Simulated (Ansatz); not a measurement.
# Nudged elastic band of AlSiH4OF

The run: nudged elastic band of AlSiH4OF. Method and program: RHF/def2-SVP (Ansatz 0.2.0).

It belongs to a series of runs on one base structure; here: band between the two ends. Figures and captions count atoms from 1; the log counts them from 0 in places.

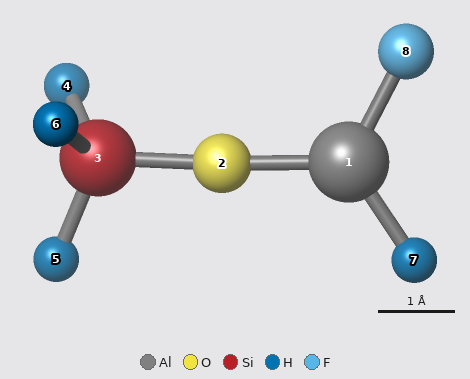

Figure 1. The input geometry (ball-and-stick view, seen on its broad side; atoms are numbered from 1 in the order of the input). Sticks mark near contacts. Bond lengths as drawn: Al–F 1.65 Å, Al–H 1.56 Å, Al–O 1.67 Å, H–Si 1.48 Å and O–Si 1.64 Å.

### Input
```yaml
crystal:
  periodic: [false, false, false]
  atoms:
    - { symbol: Al, position_ang: [0.557844, 0.098284, -0.283474] }
    - { symbol: O, position_ang: [0.143208, -0.221273, 1.306079] }
    - { symbol: Si, position_ang: [-0.347969, -0.524733, 2.838874] }
    - { symbol: H, position_ang: [-1.379665, -1.586308, 2.844436] }
    - { symbol: H, position_ang: [0.799527, -0.972337, 3.660513] }
    - { symbol: H, position_ang: [-0.915803, 0.70192, 3.44281] }
    - { symbol: H, position_ang: [2.029488, 0.11443, -0.788582] }
    - { symbol: F, position_ang: [-0.65533, 0.409317, -1.356355] }
basis:
  gaussian: { orbitals: def2-SVP }
hamiltonian:
  xc: hf
neb:
  order_check: false
  images: 7
  f_tol: 0.05
  max_iterations: 60
  final_atoms:
    - { symbol: Al, position_ang: [0.08650187, 0.32113499, -0.93743858] }
    - { symbol: O, position_ang: [0.87505466, -0.248102, 0.97224355] }
    - { symbol: Si, position_ang: [-0.13563806, -0.43817613, 2.34424797] }
    - { symbol: H, position_ang: [-1.09403484, -1.52423851, 2.11602365] }
    - { symbol: H, position_ang: [0.80702752, -0.82758016, 3.41866154] }
    - { symbol: H, position_ang: [-0.76579778, 0.84120245, 2.68513857] }
    - { symbol: H, position_ang: [1.80470973, -0.40266908, 1.07457166] }
    - { symbol: F, position_ang: [-1.3465231, 0.29772845, -0.00914737] }
  initial_path:
    images:
      - { positions_ang: [[0.557844, 0.098284, -0.283474], [0.143208, -0.221273, 1.306079], [-0.347969, -0.524733, 2.838874], [-1.379665, -1.586308, 2.844436], [0.799527, -0.972337, 3.660513], [-0.915803, 0.70192, 3.44281], [2.029488, 0.11443, -0.788582], [-0.65533, 0.409317, -1.356355]] }
      - { positions_ang: [[0.42108961, 0.07622316, -0.21221399], [0.42629142, -0.17321142, 1.36068483], [-0.27386167, -0.49645126, 2.74940109], [-1.28276514, -1.49442048, 2.56063306], [0.69749135, -1.02079446, 3.65783058], [-0.86408029, 0.73073986, 3.31119331], [1.96095872, 0.07793038, -0.53387693], [-0.85382399, 0.31928423, -1.22935094]] }
      - { positions_ang: [[0.28433523, 0.05416232, -0.14095398], [0.70937484, -0.12514984, 1.41529067], [-0.19975435, -0.46816951, 2.65992817], [-1.18586528, -1.40253297, 2.27683012], [0.59545569, -1.06925192, 3.65514815], [-0.81235758, 0.75955972, 3.17957662], [1.89242943, 0.04143075, -0.27917186], [-1.05231799, 0.22925146, -1.10234688]] }
      - { positions_ang: [[0.14758084, 0.03210147, -0.06969397], [0.99245827, -0.07708826, 1.4698965], [-0.12564702, -0.43988777, 2.57045526], [-1.08896542, -1.31064545, 1.99302718], [0.49342004, -1.11770938, 3.65246573], [-0.76063487, 0.78837958, 3.04795992], [1.82390015, 0.00493113, -0.0244668], [-1.25081198, 0.13921868, -0.97534282]] }
      - { positions_ang: [[0.01082646, 0.01004063, 0.00156603], [1.27554169, -0.02902668, 1.52450234], [-0.05153969, -0.41160602, 2.48098234], [-0.99206556, -1.21875794, 1.70922424], [0.39138438, -1.16616685, 3.64978331], [-0.70891217, 0.81719944, 2.91634323], [1.75537086, -0.03156849, 0.23023827], [-1.44930598, 0.04918591, -0.84833876]] }
      - { positions_ang: [[0.02974531, 0.08781422, -0.23318512], [1.17541993, -0.08379551, 1.38643764], [-0.07256428, -0.41824855, 2.44679875], [-1.01755788, -1.29512808, 1.81092409], [0.49529517, -1.08152017, 3.59200287], [-0.72313357, 0.82320019, 2.85854207], [1.76770558, -0.12434364, 0.44132162], [-1.42361026, 0.11132155, -0.63854091]] }
      - { positions_ang: [[0.04866416, 0.16558781, -0.46793627], [1.07529817, -0.13856434, 1.24837294], [-0.09358888, -0.42489108, 2.41261516], [-1.0430502, -1.37149823, 1.91262395], [0.59920595, -0.9968735, 3.53422243], [-0.73735497, 0.82920095, 2.8007409], [1.78004029, -0.21711879, 0.65240496], [-1.39791454, 0.17345718, -0.42874306]] }
      - { positions_ang: [[0.06758302, 0.2433614, -0.70268743], [0.97517642, -0.19333317, 1.11030825], [-0.11461347, -0.43153361, 2.37843157], [-1.06854252, -1.44786837, 2.0143238], [0.70311673, -0.91222683, 3.47644198], [-0.75157637, 0.8352017, 2.74293973], [1.79237501, -0.30989393, 0.86348831], [-1.37221882, 0.23559281, -0.21894522]] }
      - { positions_ang: [[0.08650187, 0.32113499, -0.93743858], [0.87505466, -0.248102, 0.97224355], [-0.13563806, -0.43817613, 2.34424797], [-1.09403484, -1.52423851, 2.11602365], [0.80702752, -0.82758016, 3.41866154], [-0.76579778, 0.84120245, 2.68513857], [1.80470973, -0.40266908, 1.07457166], [-1.3465231, 0.29772845, -0.00914737]] }
```

Hardware: 1 thread of Intel Xeon (Granite Rapids), 32 GiB of memory available, shared host.

Launched with:
```bash
ansatz run input.yaml --threads 1 --pin off --max-ram 2048MiB --backend cpu --events-out ev --progress --plain --runs-dir out
```

### Output
```
Engine: ansatz 0.2.0, x86_64-unknown-linux-gnu
Functional definition: HF
  exchange = exact_x
  correlation = 0
832 factors; integrals over basis functions are off by at most 3.9e-4 eV
mean field evaluation 1: about -19243.9634 eV, gradient 4.4e1 eV
mean field evaluation 2: about -19243.9866 eV, gradient 4.4e1 eV
mean field evaluation 4: about -19247.8606 eV, gradient 2.5e0 eV
mean field evaluation 8: about -19247.8969 eV, gradient 2.1e-4 eV
mean field -19247.89687879 eV, -707.3471636025 hartree, gradient 2.6e-5 eV, S^2 0.000000; 0 other end points of the search recorded, 0 dependent functions left out
the calculation of the forces begins
reference -19247.89687879 eV, -707.3471636025 hartree; 24, 24 occupied and 60, 60 virtual orbitals, 832 factors
835 factors; integrals over basis functions are off by at most 1.3e-3 eV
mean field evaluation 16: about -19245.9608 eV, gradient 4.1e-1 eV
mean field -19245.96812611 eV, -707.2762832488 hartree, gradient 3.2e-5 eV, S^2 0.000000; 0 other end points of the search recorded, 0 dependent functions left out
[... from here on the field's lines of each further geometry are left out, up to the last ...]
NEB iter   1: max|band force component| = 1.225e1 eV/Å  barrier→ = 6.2797 eV  barrier← = 4.3510 eV  Δτ_max = 0.1988 Å  (304 SCF iters)
NEB iter   2: max|band force component| = 5.836e0 eV/Å  barrier→ = 4.9358 eV  barrier← = 3.0070 eV  Δτ_max = 0.2000 Å  (225 SCF iters)
NEB iter   3: max|band force component| = 1.887e0 eV/Å  barrier→ = 4.1248 eV  barrier← = 2.1960 eV  Δτ_max = 0.2000 Å  (217 SCF iters)
NEB iter   4: max|band force component| = 8.893e-1 eV/Å  barrier→ = 3.9166 eV  barrier← = 1.9878 eV  Δτ_max = 0.1994 Å  (215 SCF iters)
NEB iter   5: max|band force component| = 8.041e-1 eV/Å  barrier→ = 4.1267 eV  barrier← = 2.1979 eV  Δτ_max = 0.2000 Å  (216 SCF iters)
NEB iter   6: max|band force component| = 1.885e0 eV/Å  barrier→ = 4.4013 eV  barrier← = 2.4726 eV  Δτ_max = 0.1010 Å  (218 SCF iters)
NEB iter   7: max|band force component| = 1.337e0 eV/Å  barrier→ = 4.3358 eV  barrier← = 2.4071 eV  Δτ_max = 0.1001 Å  (215 SCF iters)
NEB iter   8: max|band force component| = 8.816e-1 eV/Å  barrier→ = 4.1820 eV  barrier← = 2.2532 eV  Δτ_max = 0.0997 Å  (216 SCF iters)
NEB iter   9: max|band force component| = 8.760e-1 eV/Å  barrier→ = 4.0958 eV  barrier← = 2.1671 eV  Δτ_max = 0.0995 Å  (214 SCF iters)
NEB iter  10: max|band force component| = 7.334e-1 eV/Å  barrier→ = 3.9772 eV  barrier← = 2.0484 eV  Δτ_max = 0.0994 Å  (218 SCF iters)
NEB iter  11: max|band force component| = 9.004e-1 eV/Å  barrier→ = 3.7303 eV  barrier← = 1.8015 eV  Δτ_max = 0.0504 Å  (219 SCF iters)
NEB iter  12: max|band force component| = 6.280e-1 eV/Å  barrier→ = 3.5018 eV  barrier← = 1.5731 eV  Δτ_max = 0.0506 Å  (221 SCF iters)
NEB iter  13: max|band force component| = 2.456e0 eV/Å  barrier→ = 3.3401 eV  barrier← = 1.4114 eV  CI = image 5  Δτ_max = 0.0503 Å  (222 SCF iters)
NEB iter  14: max|band force component| = 2.754e0 eV/Å  barrier→ = 3.6007 eV  barrier← = 1.6719 eV  CI = image 5  Δτ_max = 0.1016 Å  (215 SCF iters)
NEB iter  15: max|band force component| = 1.833e0 eV/Å  barrier→ = 4.0707 eV  barrier← = 2.1420 eV  CI = image 5  Δτ_max = 0.1008 Å  (218 SCF iters)
NEB iter  16: max|band force component| = 1.235e0 eV/Å  barrier→ = 4.1314 eV  barrier← = 2.2027 eV  CI = image 5  Δτ_max = 0.1005 Å  (219 SCF iters)
NEB iter  17: max|band force component| = 5.466e-1 eV/Å  barrier→ = 4.0738 eV  barrier← = 2.1450 eV  CI = image 5  Δτ_max = 0.0811 Å  (218 SCF iters)
NEB iter  18: max|band force component| = 3.388e-1 eV/Å  barrier→ = 4.0625 eV  barrier← = 2.1337 eV  CI = image 5  Δτ_max = 0.2000 Å  (223 SCF iters)
NEB iter  19: max|band force component| = 5.831e-1 eV/Å  barrier→ = 4.0539 eV  barrier← = 2.1251 eV  CI = image 5  Δτ_max = 0.1011 Å  (215 SCF iters)
NEB iter  20: max|band force component| = 5.071e-1 eV/Å  barrier→ = 4.0445 eV  barrier← = 2.1158 eV  CI = image 5  Δτ_max = 0.0501 Å  (218 SCF iters)
NEB iter  21: max|band force component| = 2.479e-1 eV/Å  barrier→ = 4.0365 eV  barrier← = 2.1078 eV  CI = image 5  Δτ_max = 0.0503 Å  (224 SCF iters)
NEB iter  22: max|band force component| = 1.560e-1 eV/Å  barrier→ = 4.0328 eV  barrier← = 2.1040 eV  CI = image 5  Δτ_max = 0.0502 Å  (223 SCF iters)
NEB iter  23: max|band force component| = 1.563e-1 eV/Å  barrier→ = 4.0314 eV  barrier← = 2.1026 eV  CI = image 5  Δτ_max = 0.0251 Å  (224 SCF iters)
NEB iter  24: max|band force component| = 7.775e-2 eV/Å  barrier→ = 4.0305 eV  barrier← = 2.1018 eV  CI = image 5  Δτ_max = 0.0500 Å  (228 SCF iters)
NEB iter  25: max|band force component| = 5.100e-2 eV/Å  barrier→ = 4.0300 eV  barrier← = 2.1013 eV  CI = image 5  Δτ_max = 0.0500 Å  (229 SCF iters)
the calculation of the forces begins
reference -19245.88112299 eV, -707.2730859432 hartree; 24, 24 occupied and 60, 60 virtual orbitals, 836 factors
833 factors; integrals over basis functions are off by at most 1.2e-3 eV
mean field -19243.86716753 eV, -707.1990744452 hartree, gradient 5.3e-5 eV, S^2 0.000000; 1 other end points of the search recorded, 0 dependent functions left out
the calculation of the forces begins
reference -19243.86716753 eV, -707.1990744452 hartree; 24, 24 occupied and 60, 60 virtual orbitals, 833 factors
NEB iter  26: max|band force component| = 4.956e-2 eV/Å  barrier→ = 4.0297 eV  barrier← = 2.1010 eV  CI = image 5  Δτ_max = 0.0000 Å  (467 SCF iters)
```

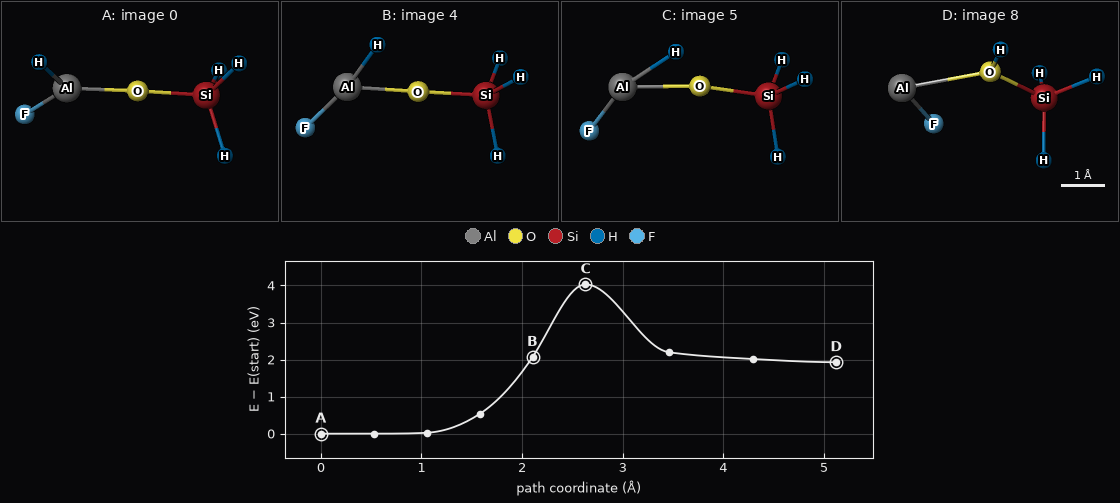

Figure 2. Images of the last band (counted from 0; ball-and-stick, seen at a tilt) above the energy along the path; the line is a cubic interpolation that uses the forces. The highest image is number 5, 4.030 eV above the start and 2.101 eV above the end (the climbing image); the end lies 1.929 eV above the start. The path is 5.12 Å long. The band converged in 26 iterations.

```
Total energy: -19243.86716753 eV, -707.1990744452 hartree
Atom 0 at     0.418129     0.193631    -0.664111 Å, force    -0.000380     0.010877    -0.002203 eV/Å
Atom 1 at     0.330280    -0.239713     1.093877 Å, force    -0.006181    -0.003981    -0.014508 eV/Å
Atom 2 at    -0.161192    -0.516877     2.675324 Å, force    -0.005307    -0.000139     0.016869 eV/Å
Atom 3 at    -0.947347    -1.765467     2.742924 Å, force     0.003304     0.000629     0.000178 eV/Å
Atom 4 at     1.048375    -0.647760     3.511547 Å, force    -0.000053     0.001586    -0.000771 eV/Å
Atom 5 at    -0.980983     0.618363     3.144052 Å, force    -0.002077     0.001410    -0.001383 eV/Å
Atom 6 at     1.455536    -0.538502     0.452465 Å, force     0.006965    -0.006652    -0.004307 eV/Å
Atom 7 at    -0.931499     0.915625    -1.291776 Å, force     0.003729    -0.003731     0.006125 eV/Å
Dipole moment:     0.114066    -0.152193     0.378259 e Å
this run last wrote the band of iteration 26 to [file]
```

### The last band as extended XYZ (Å, eV, eV/Å)
```
8
Properties=species:S:1:pos:R:3:forces:R:3 image=0 energy=-19247.89688
Al    0.5578    0.0983   -0.2835   -0.0150   0.0049  -0.0144
O     0.1432   -0.2213    1.3061    0.0074  -0.0068   0.0194
Si   -0.3480   -0.5247    2.8389   -0.0062   0.0060  -0.0113
H    -1.3797   -1.5863    2.8444    0.0002  -0.0011   0.0004
H     0.7995   -0.9723    3.6605    0.0014  -0.0007  -0.0016
H    -0.9158    0.7019    3.4428   -0.0006   0.0001   0.0003
H     2.0295    0.1144   -0.7886   -0.0012   0.0006  -0.0037
F    -0.6553    0.4093   -1.3564    0.0140  -0.0031   0.0109
8
Properties=species:S:1:pos:R:3:forces:R:3 image=1 energy=-19247.89575
Al    0.5494    0.1140   -0.2817    0.0063  -0.0119  -0.0141
O     0.1014   -0.2258    1.2947    0.0288   0.0112  -0.0003
Si   -0.3491   -0.5417    2.8368   -0.0495  -0.0227  -0.0178
H    -1.2492   -1.7167    2.8706    0.0051  -0.0099   0.0012
H     0.8441   -0.8336    3.6642   -0.0096   0.0213   0.0049
H    -1.0660    0.6205    3.4086    0.0297   0.0059   0.0115
H     1.9829   -0.1452   -0.8299   -0.0026   0.0039   0.0033
F    -0.5823    0.7477   -1.2990   -0.0083   0.0023   0.0113
8
Properties=species:S:1:pos:R:3:forces:R:3 image=2 energy=-19247.87173
Al    0.5041    0.1291   -0.2797    0.0069  -0.0031  -0.0103
O    -0.0813   -0.1033    1.2666   -0.0050  -0.0170   0.0570
Si   -0.3552   -0.5321    2.8203   -0.0342   0.0154  -0.0039
H    -1.1945   -1.7502    2.8558   -0.0301  -0.0014   0.0534
H     0.9276   -0.8204    3.5054   -0.0171   0.0105   0.0144
H    -1.0413    0.5722    3.5225   -0.0252  -0.0181   0.0711
H     1.8799   -0.4697   -0.6812    0.0432   0.0409  -0.1715
F    -0.4080    0.9937   -1.3453    0.0615  -0.0273  -0.0101
8
Properties=species:S:1:pos:R:3:forces:R:3 image=3 energy=-19247.36447
Al    0.4452    0.1685   -0.3340    0.0257  -0.1451   0.3974
O    -0.0470   -0.1027    1.2199   -0.5758   0.2181   0.1937
Si   -0.2902   -0.5361    2.7547   -0.2069   0.0208   0.2524
H    -1.1304   -1.7518    2.7583   -0.0893  -0.0506   0.2339
H     0.9741   -0.8304    3.4762   -0.0392   0.0316  -0.0442
H    -0.9682    0.6115    3.3771   -0.1440  -0.0488   0.4676
H     1.8002   -0.5727   -0.2651    0.5388   0.1721  -1.3198
F    -0.5524    1.0330   -1.3227    0.4907  -0.1981  -0.1809
8
Properties=species:S:1:pos:R:3:forces:R:3 image=4 energy=-19245.82821
Al    0.4268    0.1841   -0.4555   -0.2678  -0.3449   1.5511
O     0.1131   -0.1674    1.1585   -1.7340   0.5981   0.4711
Si   -0.2207   -0.5277    2.6919   -0.2897   0.0839   0.2150
H    -1.0316   -1.7638    2.7227   -0.0670  -0.0764   0.2184
H     1.0031   -0.7372    3.5064   -0.0385   0.0135  -0.0408
H    -0.9827    0.6180    3.2164   -0.1549  -0.0015   0.4927
H     1.6726   -0.5697    0.1286    1.7371   0.0230  -2.6502
F    -0.7493    0.9829   -1.3046    0.8149  -0.2959  -0.2573
8
Properties=species:S:1:pos:R:3:forces:R:3 image=5 energy=-19243.86717
Al    0.4181    0.1936   -0.6641   -0.0004   0.0109  -0.0022
O     0.3303   -0.2397    1.0939   -0.0062  -0.0040  -0.0145
Si   -0.1612   -0.5169    2.6753   -0.0053  -0.0001   0.0169
H    -0.9473   -1.7655    2.7429    0.0033   0.0006   0.0002
H     1.0484   -0.6478    3.5115   -0.0001   0.0016  -0.0008
H    -0.9810    0.6184    3.1441   -0.0021   0.0014  -0.0014
H     1.4555   -0.5385    0.4525    0.0070  -0.0067  -0.0043
F    -0.9315    0.9156   -1.2918    0.0037  -0.0037   0.0061
8
Properties=species:S:1:pos:R:3:forces:R:3 image=6 energy=-19245.70012
Al    0.3694    0.3061   -1.1261    0.0071   0.0747  -0.2674
O     0.5205   -0.3002    1.0527    0.1140  -0.0354  -0.0215
Si   -0.1020   -0.5061    2.6225    0.0149  -0.0023  -0.0297
H    -0.8830   -1.7542    2.6934   -0.0004   0.0120  -0.0519
H     1.0687   -0.5982    3.5197   -0.0195   0.0016   0.0151
H    -0.9383    0.6521    2.9680    0.0150   0.0250  -0.1123
H     1.4021   -0.6238    0.9057   -0.0158  -0.0664   0.2790
F    -1.2061    0.8435   -0.9717   -0.1154  -0.0092   0.1887
8
Properties=species:S:1:pos:R:3:forces:R:3 image=7 energy=-19245.88112
Al    0.2217    0.3934   -1.0510   -0.0161   0.0068   0.0102
O     0.7340   -0.3095    1.0034    0.0447  -0.0057  -0.0154
Si   -0.1111   -0.4781    2.4724   -0.0068   0.0058  -0.0226
H    -0.9347   -1.6981    2.4346   -0.0193   0.0210  -0.0477
H     0.9340   -0.6188    3.5107   -0.0294  -0.0015  -0.0008
H    -0.9222    0.7207    2.7074    0.0075   0.0235  -0.0555
H     1.6307   -0.6170    0.9987    0.0442  -0.0079   0.0186
F    -1.3210    0.6265   -0.4118   -0.0247  -0.0420   0.1132
8
Properties=species:S:1:pos:R:3:forces:R:3 image=8 energy=-19245.96813
Al    0.0865    0.3211   -0.9374   -0.0135   0.0005   0.0069
O     0.8751   -0.2481    0.9722   -0.0099  -0.0003   0.0034
Si   -0.1356   -0.4382    2.3442   -0.0020   0.0018  -0.0003
H    -1.0940   -1.5242    2.1160    0.0010  -0.0004  -0.0021
H     0.8070   -0.8276    3.4187    0.0006   0.0005  -0.0030
H    -0.7658    0.8412    2.6851    0.0013   0.0004  -0.0010
H     1.8047   -0.4027    1.0746    0.0080  -0.0014   0.0017
F    -1.3465    0.2977   -0.0091    0.0143  -0.0012  -0.0055
```

### Results in brief

| quantity | value |
| --- | --- |
| outcome | converged |
| barrier, forward | 4.030 eV |
| barrier, backward | 2.101 eV |
| wall time | 2.2 min |
| peak memory | 0.17 GiB |

### Notes

The order of the saddle point was not checked.
